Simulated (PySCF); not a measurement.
## C₇H₁₀O (charge −1): EPR calculation

C₇H₁₀O, charge −1, multiplicity 2, computed with UKS B3LYP, pcH-1 on C H O, non-relativistic, mean-field spin-orbit, GIAO (PySCF 2.14.0).

It belongs to a series of runs on one base structure; here: electron added.

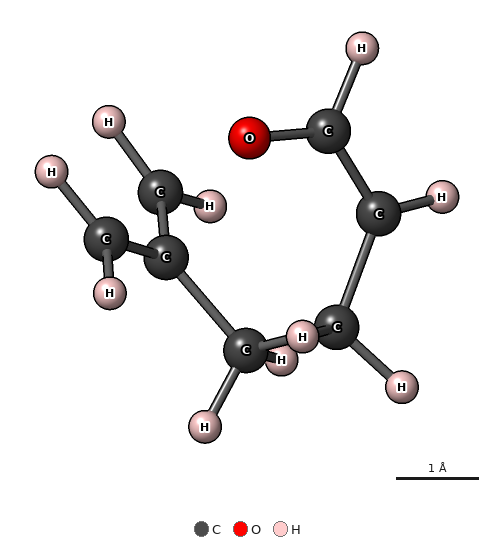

The structure (ball-and-stick view, seen at a tilt).

**Key numbers**

- outcome: converged
- total energy: −347.950957 hartree
- ⟨S²⟩: 0.770
- isotropic g: 2.0026
- hardware: 1 CPU thread, shared host
- wall time: 76 s
- peak memory: 0.97 GiB

**The input**
```
{"job": {"kind": "epr", "basis": "pcH-1"}, "charge": -1, "multiplicity": 2}
C      1.884922     0.453628     0.726354
C      1.103056     0.034692    -0.318901
C      0.444013    -1.322866    -0.234238
C     -1.082270    -1.147366    -0.104565
C     -1.439970    -0.101415     0.906934
C     -1.498358     1.210618     0.547025
O     -1.352423     1.696791    -0.609132
C      0.829181     0.818053    -1.422483
H      2.317707     1.440183     0.741117
H      2.053082    -0.161933     1.594895
H      0.823936    -1.863110     0.639033
H      0.672224    -1.919758    -1.126979
H     -1.540509    -2.116253     0.141008
H     -1.470084    -0.815370    -1.070887
H     -1.520560    -0.390156     1.947535
H     -1.708183     1.925896     1.385521
H      0.246479     0.452338    -2.245894
H      1.228999     1.812347    -1.507998
```

The first line tells a small driver script what to run in PySCF; the rest is the geometry in Å.

Launched with:
```bash
OMP_NUM_THREADS=1 python <driver script> task.json out
```

**Log**
```
UKS, coarse grid
  cycle   1  E = -347.70847062  |g| = 7.20e-01
  cycle   2  E = -344.97391177  |g| = 2.06e+00
  cycle   3  E = -347.81750966  |g| = 4.82e-01
  cycle   4  E = -347.93831585  |g| = 1.54e-01
  cycle   5  E = -347.94519582  |g| = 1.04e-01
  cycle   6  E = -347.95049950  |g| = 2.63e-02
  cycle   7  E = -347.95087668  |g| = 8.99e-03
  cycle   8  E = -347.95092015  |g| = 3.70e-03
  cycle   9  E = -347.95092822  |g| = 1.36e-03
  cycle  10  E = -347.95092952  |g| = 7.74e-04
UKS, final grid
  cycle   1  E = -347.95095630  |g| = 1.35e-03
  cycle   2  E = -347.95095415  |g| = 2.46e-03
  cycle   3  E = -347.95095725  |g| = 1.42e-04
  cycle   4  E = -347.95095726  |g| = 6.17e-05
  cycle   5  E = -347.95095727  |g| = 5.74e-05
  cycle   6  E = -347.95095727  |g| = 1.01e-05
E = -347.95095727 Eh   <S^2> = 0.7702 (exact 0.7500)
g shifts (ppm)      1          2          3
  rmc          -173       -173       -173
  gc             11         38         55
  oz_so         -33         71       1320
  total        -194        -64       1202
hyperfine (MHz)  atom isotope    a_iso     a_fc   dipolar eigenvalues
    0   13C      42.82      42.82    -40.81    -39.20     80.02
    1   13C     -40.21     -40.21    -22.41      8.84     13.57
    2   13C      12.52      12.52     -1.25     -0.16      1.41
    3   13C     -10.99     -10.99     -0.87      0.11      0.77
    4   13C      10.75      10.75     -9.67     -8.76     18.43
    5   13C      -8.77      -8.77     -5.25      1.32      3.93
    6   17O     -41.99     -41.99    -43.21     21.09     22.12
    7   13C      59.68      59.68    -47.38    -46.20     93.58
    8    1H     -30.53     -30.53    -16.90     -0.92     17.83
    9    1H     -31.29     -31.29    -20.03     -0.00     20.03
   10    1H      -2.48      -2.48     -2.01     -0.41      2.42
   11    1H      -6.18      -6.18     -1.76     -0.97      2.73
   12    1H       9.14       9.14     -0.93     -0.51      1.44
   13    1H       1.15       1.15     -2.49     -0.70      3.19
   14    1H      -6.00      -6.00     -5.17     -0.52      5.69
   15    1H       8.20       8.20     -1.38     -0.17      1.55
   16    1H     -32.51     -32.51    -22.44     -1.91     24.35
   17    1H     -32.12     -32.12    -19.95     -2.58     22.53
```

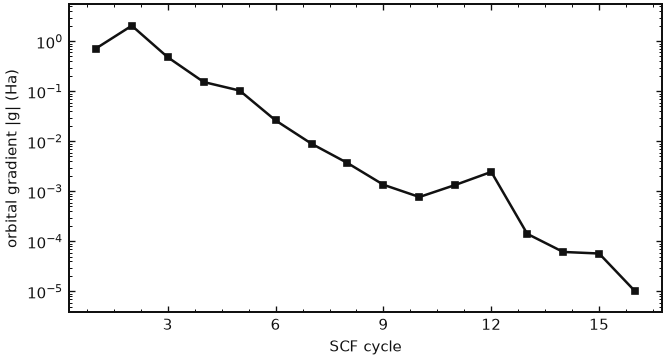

Convergence of the self-consistent field: orbital gradient |g| against the SCF cycle. All cycles printed in the log are drawn one after another.

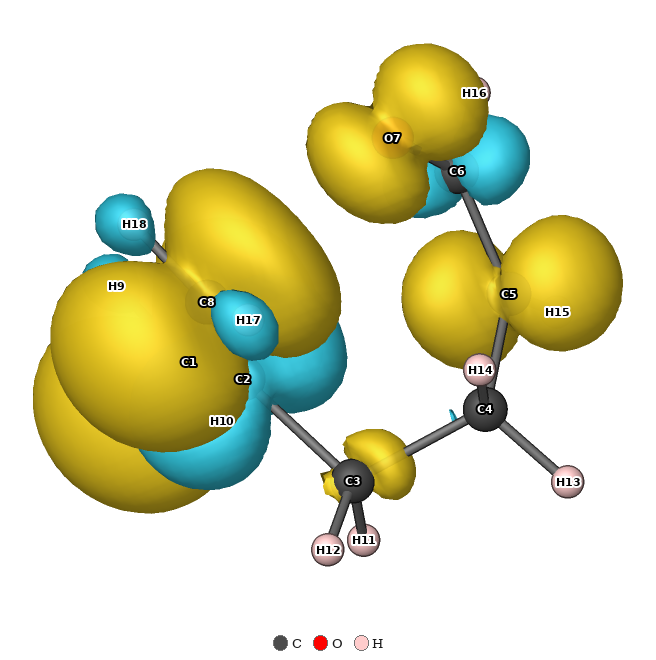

Isosurfaces of the spin density (α minus β) at +0.01 (yellow) and −0.01 e/Å³ (cyan), seen face on. The unpaired spin (1 electron) lies mostly on C8 (about 0.4), C1 (about 0.3) and O7 (about 0.1), in electrons by Hirshfeld's partition.

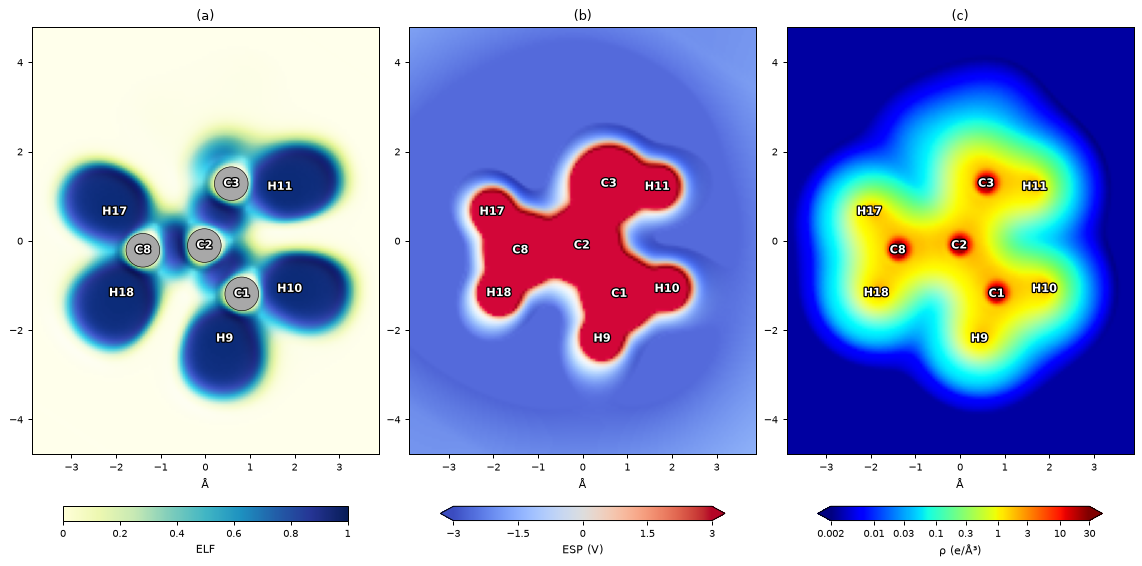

(a) ELF; (b) molecular electrostatic potential; (c) total electron density on the plane of atoms C3, C2 and C8. Grey discs, where drawn, cover atomic cores. The section cuts through C and H sites. C–C (1.37 Å): ρ is about 2.2 e/Å³ halfway; the ELF peaks at about 0.95 between the atoms (a shared electron pair). C–H (1.07 Å): ρ at the midpoint is about 2 e/Å³; the ELF climbs to about 1 towards the hydrogen, as it does in any bond to H (a covalent bond by its length).

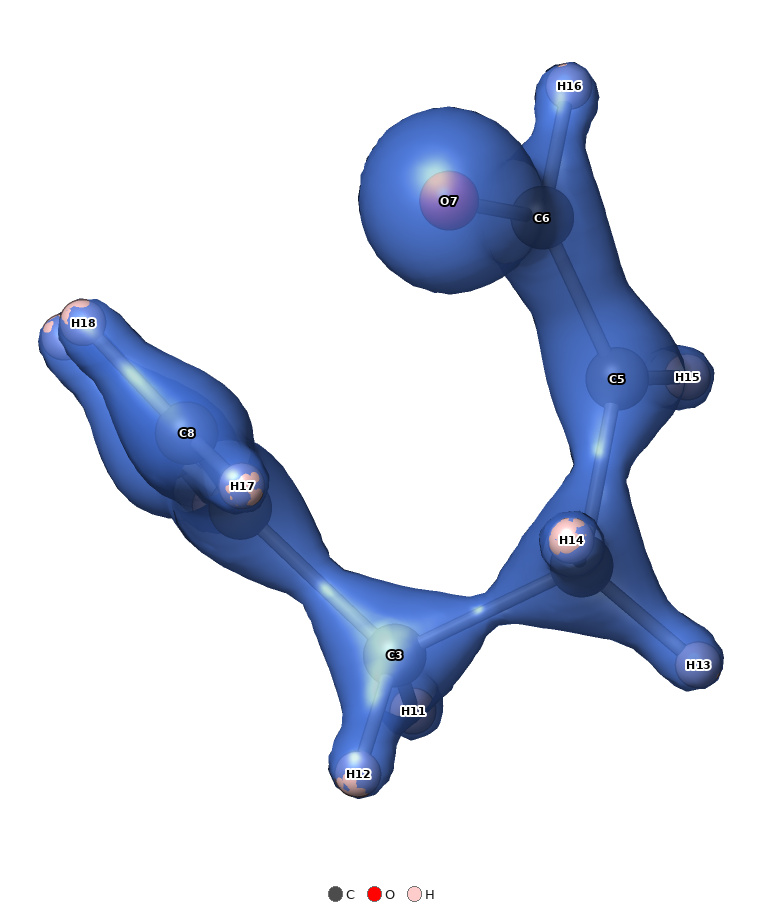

Isosurface of the total electron density at 1.5 e/Å³ (blue), seen face on. At this value the surface is in one piece. On the grid the lowest density along these lines, outside the cores, is 2.5 e/Å³ (C–O, 1.26 Å), 2.2 e/Å³ (C–C, 1.36 Å), 1.9 e/Å³ (C–H, 1.07 Å) and 1.7 e/Å³ (C–C, 1.50 Å).
